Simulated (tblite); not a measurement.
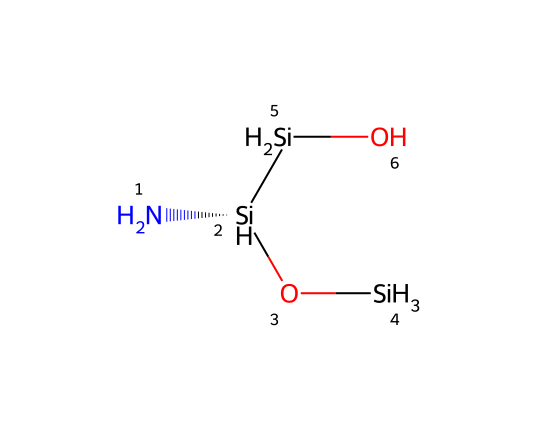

A structural formula, with wedges where it has stereocentres; small numbers name the atoms. The configuration is that of a computed structure (GFN2-xTB).

Q: Give the R/S and E/Z labels.

A: Si2: S.

Q: Write the isomeric SMILES.

A: N[Si@@H](O[SiH3])[SiH2]O
